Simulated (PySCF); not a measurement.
# SiPH$_{4}$Cl: one change and its effect

System: SiPH$_{4}$Cl, SMILES P[SiH2]Cl.
Method of run A: TDDFT PBE0/6-31G*, vertical, gas phase, core orbitals frozen in the response (PySCF 2.14.0).

The geometry comes from this level: PBE0-D3(BJ)/def2-SVP. Text and figures count atoms from 1; the logs count them from 0 in places.

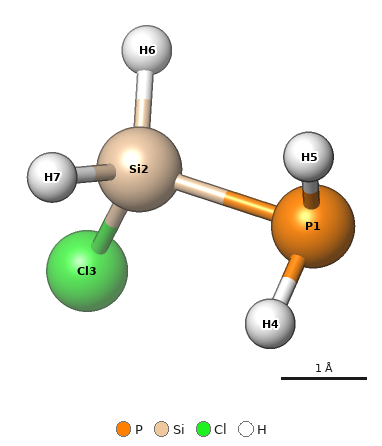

The input geometry (ball-and-stick view, seen at a tilt; atoms are numbered from 1 in the order of the input).

Input, run A:
```
{"job": {"kind": "uv", "xc": "PBE0", "basis": "6-31G*"}, "charge": 0, "multiplicity": 1}
P     -0.143821    -1.289114    -1.810786
Si    -2.203127    -0.864354    -0.989599
Cl    -3.500842    -2.311877    -1.704339
H      0.076442    -2.372399    -0.904532
H      0.449065    -0.322324    -0.936045
H     -2.650655     0.466089    -1.490394
H     -2.275473    -0.887173     0.499270
```

The first line tells a small driver script what to run in PySCF; the rest is the geometry in Å.

Command:
```bash
OMP_NUM_THREADS=1 python <driver script> task.json out
```

Hardware: 1 CPU thread, shared host.

Output (run A):
```
coarse grid: 7352 points
cycle   1  E = -1093.0481204166  dE = -3.487e-03  |g| = 2.425e-01  |ddm| = 2.303e+00
cycle   2  E = -1093.0452067114  dE =  2.914e-03  |g| = 2.671e-01  |ddm| = 7.771e-01
cycle   3  E = -1093.0693257837  dE = -2.412e-02  |g| = 1.380e-02  |ddm| = 4.129e-01
cycle   4  E = -1093.0693866422  dE = -6.086e-05  |g| = 6.432e-03  |ddm| = 3.161e-02
cycle   5  E = -1093.0694027123  dE = -1.607e-05  |g| = 9.452e-04  |ddm| = 1.116e-02
cycle   6  E = -1093.0694030515  dE = -3.392e-07  |g| = 1.785e-04  |ddm| = 1.911e-03
final grid: 57088 points
cycle   7  E = -1093.0262893589  dE = -4.402e-06  |g| = 2.158e-03  |ddm| = 1.327e-02
cycle   8  E = -1093.0262895390  dE = -1.801e-07  |g| = 2.078e-03  |ddm| = 7.173e-03
cycle   9  E = -1093.0262911481  dE = -1.609e-06  |g| = 6.217e-05  |ddm| = 3.540e-03
cycle  10  E = -1093.0262911494  dE = -1.297e-09  |g| = 1.928e-05  |ddm| = 1.272e-04
cycle  11  E = -1093.0262911495  dE = -1.278e-10  |g| = 6.178e-06  |ddm| = 4.194e-05
converged SCF energy = -1093.0262911495

Static polarisability (au): isotropic 54.532, principal 43.340 52.921 67.334

Singlet excitations
state   eV       nm        f      main configurations
  1   6.3624    194.9   0.00348   H->L 0.96
  2   7.0912    174.8   0.11671   H->L+1 0.57, H->L+2 0.28, H-1->L 0.11
  3   7.2624    170.7   0.02647   H-1->L 0.75, H-2->L 0.14
  4   7.3390    168.9   0.09125   H->L+2 0.57, H->L+1 0.16, H-2->L 0.10
  5   7.5213    164.8   0.08107   H-2->L 0.69, H-1->L 0.10
  6   7.8921    157.1   0.02176   H->L+3 0.91
  7   7.9579    155.8   0.10325   H-1->L+1 0.64, H-2->L+1 0.17
  8   8.0769    153.5   0.06749   H-2->L+1 0.78, H-1->L+1 0.14
  9   8.4303    147.1   0.02926   H-1->L+2 0.82
 10   8.6484    143.4   0.00179   H-2->L+2 0.63, H->L+4 0.30

Triplet excitations (Tamm-Dancoff, eV): 5.6950 5.8246 6.2490 6.8436
```

The input of run B differs as follows (lines with − go, lines with + come):
```diff
-"basis": "6-31G*"
+"basis": "aug-cc-pVTZ"
```

Predict how the results change.

The total energy of run B is 71.8 kcal/mol lower, which measures the change of basis and not a stability. The LUMO goes from −0.16 to −0.44 eV. The dipole moment goes from 2.17 to 1.66 D. The lowest excitation goes from 6.36 to 6.14 eV. The strongest computed line goes from 7.09 to 6.83 eV. Diffuse functions give room to the loosely bound empty orbitals, which lowers the LUMO. The number of SCF iterations is the same. The basis functions go from 62 to 242.

Output (run B):
```
coarse grid: 7352 points
cycle   1  E = -1093.1055162304  dE = -1.899e-02  |g| = 2.452e-01  |ddm| = 4.372e+00
cycle   2  E = -1093.1022673451  dE =  3.249e-03  |g| = 2.668e-01  |ddm| = 9.203e-01
cycle   3  E = -1093.1215518628  dE = -1.928e-02  |g| = 2.920e-02  |ddm| = 4.293e-01
cycle   4  E = -1093.1217711710  dE = -2.193e-04  |g| = 9.617e-03  |ddm| = 6.074e-02
cycle   5  E = -1093.1218002117  dE = -2.904e-05  |g| = 2.271e-03  |ddm| = 1.845e-02
cycle   6  E = -1093.1218016177  dE = -1.406e-06  |g| = 5.854e-04  |ddm| = 4.692e-03
final grid: 57088 points
cycle   7  E = -1093.1407624474  dE = -1.683e-05  |g| = 3.249e-03  |ddm| = 7.884e-02
cycle   8  E = -1093.1407624602  dE = -1.273e-08  |g| = 3.047e-03  |ddm| = 1.022e-02
cycle   9  E = -1093.1407649626  dE = -2.502e-06  |g| = 2.051e-04  |ddm| = 5.175e-03
cycle  10  E = -1093.1407649748  dE = -1.217e-08  |g| = 5.805e-05  |ddm| = 3.797e-04
cycle  11  E = -1093.1407649757  dE = -8.974e-10  |g| = 1.931e-05  |ddm| = 1.127e-04
converged SCF energy = -1093.1407649757

Static polarisability (au): isotropic 71.229, principal 60.345 68.016 85.324

Singlet excitations
state   eV       nm        f      main configurations
  1   6.1370    202.0   0.00278   H->L 0.79, H->L+1 0.14
  2   6.4480    192.3   0.01864   H->L+1 0.67, H->L+2 0.17, H->L 0.14
  3   6.6029    187.8   0.08768   H->L+2 0.59, H->L+3 0.24
  4   6.8280    181.6   0.13316   H->L+3 0.65, H->L+2 0.17, H->L+1 0.08
  5   7.0802    175.1   0.00999   H-1->L 0.67, H-1->L+1 0.21
  6   7.3184    169.4   0.00669   H-2->L 0.49, H->L+4 0.22, H-2->L+1 0.15
  7   7.3982    167.6   0.01635   H-1->L+1 0.57, H-1->L+2 0.10, H->L+4 0.09
  8   7.4713    165.9   0.05444   H->L+4 0.48, H-1->L 0.14, H-1->L+1 0.13
  9   7.6102    162.9   0.10689   H-1->L+2 0.58, H->L+5 0.16
 10   7.6612    161.8   0.03231   H->L+5 0.37, H->L+6 0.21, H-2->L+1 0.13

Triplet excitations (Tamm-Dancoff, eV): 5.4592 5.6000 5.9870 6.2178
```

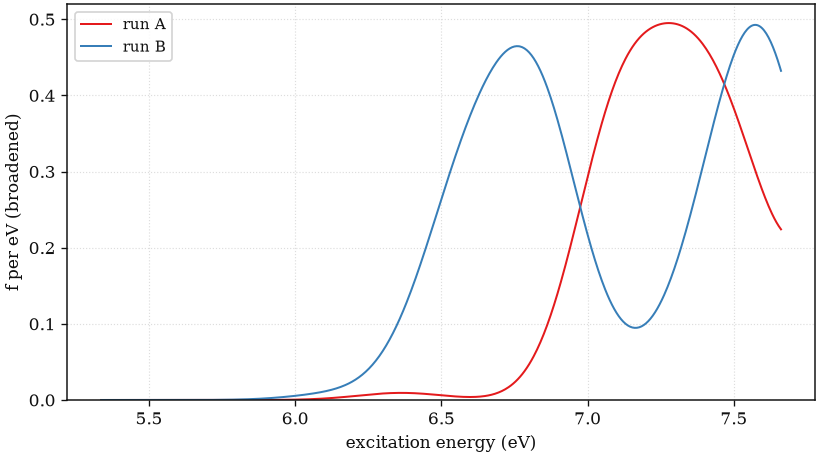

Absorption of the two runs from their computed states, each broadened by a Gaussian of 0.35 eV full width; the range ends where the shorter list of states ends.

The two runs side by side:

```tsv
quantity	run A	run B
outcome	converged	converged
total energy (hartree)	−1093.026291	−1093.140765
HOMO (eV)	−7.87	−7.90
LUMO (eV)	−0.16	−0.44
dipole moment (D)	2.17	1.66
lowest excitation (eV)	6.36	6.14
SCF iterations	11	11
strongest computed line (eV)	7.09	6.83
basis functions	62	242
wall time (shared host)	2.6 s	17 s
```
